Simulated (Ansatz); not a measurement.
**H$_{7}$NSi$_{2}$ (SMILES N[SiH2][SiH3]): density, localisation and related maps**

```xyz
10

N    -0.8522    0.5681   -1.8726
Si   -1.8136   -0.7961   -1.3812
Si   -2.3562   -0.8475    0.9132
H    -1.2801    1.4880   -1.8531
H     0.1047    0.6252   -1.5398
H    -3.0870   -0.7699   -2.1661
H    -1.0537   -2.0413   -1.7134
H    -3.1254    0.3818    1.2918
H    -3.1794   -2.0445    1.2789
H    -1.1068   -0.8695    1.7407
```

Geometry: PBE0-D3(BJ)/def2-SVP.

Method: isolated molecule in a Gaussian basis; Kohn-Sham density functional theory, functional PBE0 in Ansatz.

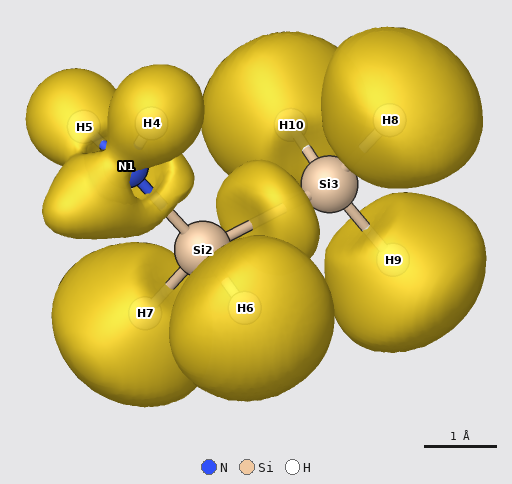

Figure 1. Isosurface of the electron localisation function at 0.8 (yellow), seen at a tilt. Only the valence region is drawn (cores and ρ < 0.01 e/Å³ removed).

Q: Where are the electrons localised?

A: At this value the surface marks out one region between bonded Si–Si atoms (shared pairs), five regions around hydrogen nuclei and one joined region spread over several atoms (H, N), in which their bonds and any lone pairs are merged. Profiles from the grid: Si–N (1.74 Å): the ELF peaks at about 0.90 between the atoms, as expected for a polar covalent bond. Si–Si (2.36 Å): the ELF peaks at about 1 between the atoms; localised, covalent bonding.

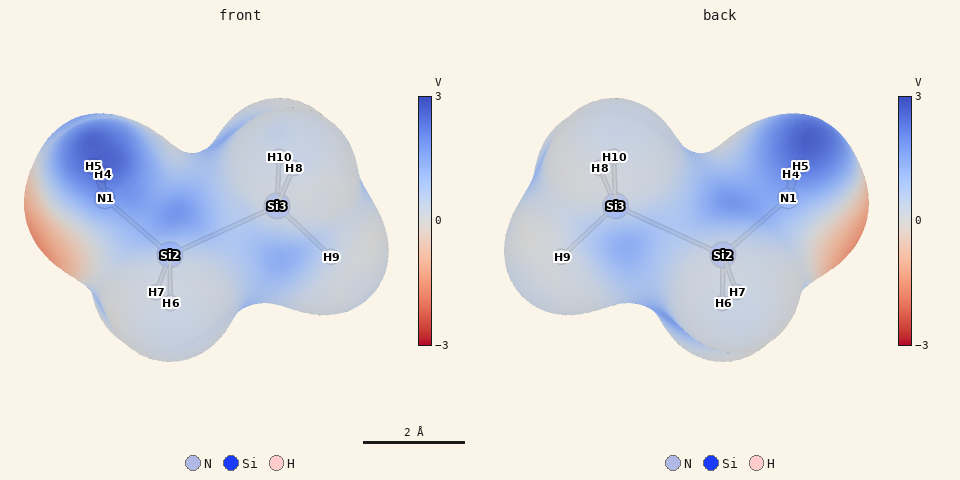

Figure 2. The electrostatic potential painted on the density surface at 0.004 e/bohr³, seen from the front and from behind; red is negative and blue positive.

Q: Which sites attract a positive test charge, and which a negative one?

A: A positive charge is drawn to the negative regions and a negative charge to the positive ones. The most negative region (about −1.5 V) lies over N1, the most positive (about +2.7 V) over H4 and H5. N1 is the likeliest acceptor of a hydrogen bond.

Q: What dipole moment does the calculation give?

A: Its dipole moment is 1.16 D.

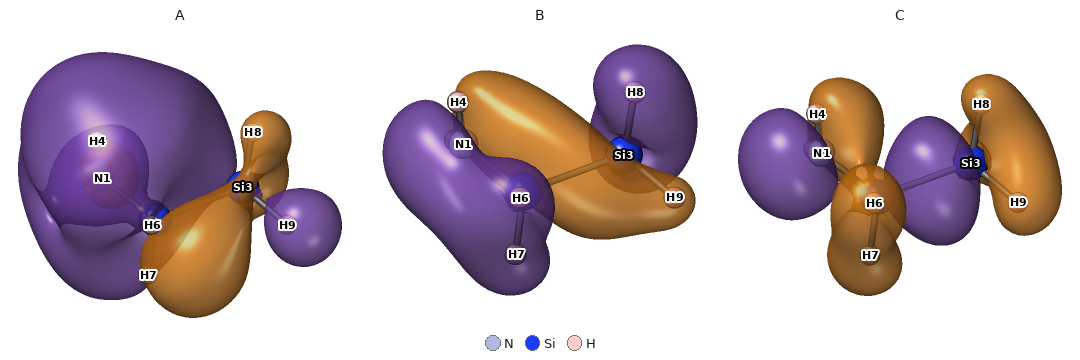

Figure 3. Three frontier orbitals at ±0.05 Å⁻³ᐟ² (orange and purple are the two phases), in no order.

Q: Order the three orbitals by energy and name them.

A: B is the HOMO−1 (−9.05 eV). By Hirshfeld shares it lies mainly on N1 (about 30 %), Si2 (about 25 %) and Si3 (about 20 %). C is the HOMO (−7.07 eV). Its weight (Hirshfeld) is mainly on N1 (about 40 %), Si3 (about 20 %) and Si2 (about 20 %). A is the LUMO (−0.39 eV). By Hirshfeld shares it lies mainly on Si2 (about 30 %), Si3 (about 15 %), H4 (about 10 %), H5 (about 10 %) and N1 (about 10 %).

Q: What is the HOMO–LUMO gap?

A: 6.68 eV between the orbital energies.
